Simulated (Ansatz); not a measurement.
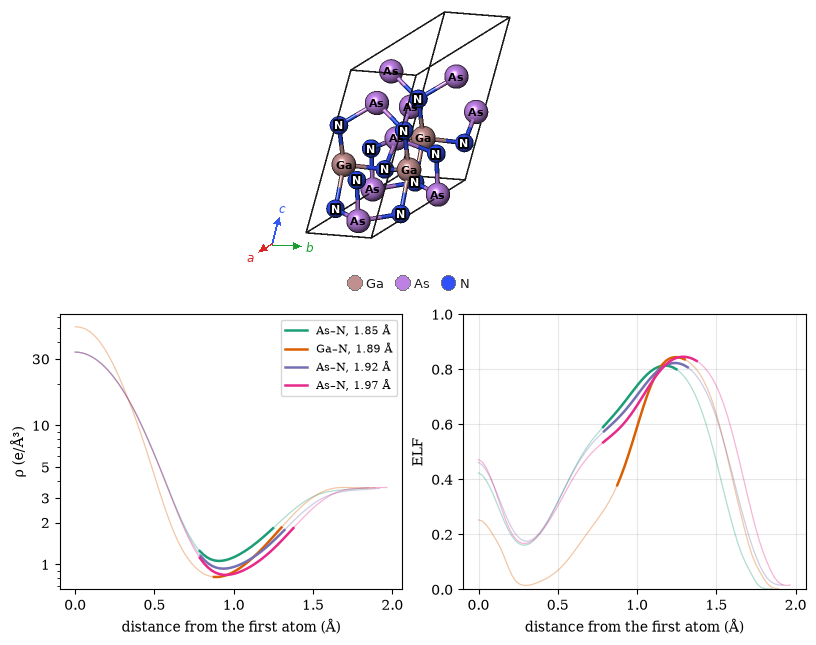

Figure 1: GaAs3N4. Valence electron density and electron localisation function along straight lines between neighbouring atoms. Thin, pale parts lie inside the atomic spheres. The structure is drawn too.

Space group Cm; a structure from a database of computed crystals, not necessarily the ambient phase; started from the MgZn3O4-8 prototype, which need not be the ambient phase; changed on purpose from its base cell (shaken).

Theory: Ansatz, DFT, PBEsol, plane waves, PAW.

In a PAW calculation such maps are meaningful between the atoms, not at the nuclei.

> Compare the contacts.

As–N (1.85 Å): the density is about 1.1 e/Å³ at the midpoint; the ELF peaks at about 0.80 between the atoms: a shared but strongly polarised pair.
Ga–N (1.89 Å): the density is about 0.83 e/Å³ at the midpoint; the ELF peaks at about 0.85 in the valence shell of N, 0.6 Å from its nucleus, and is about 0.50 at the midpoint.
As–N (1.92 Å): ρ is about 0.94 e/Å³ halfway; the ELF peaks at about 0.80 between the atoms; a polar covalent bond.
As–N (1.97 Å): the density is about 0.85 e/Å³ at the midpoint; the ELF peaks at about 0.85 between the atoms (a shared but strongly polarised pair).
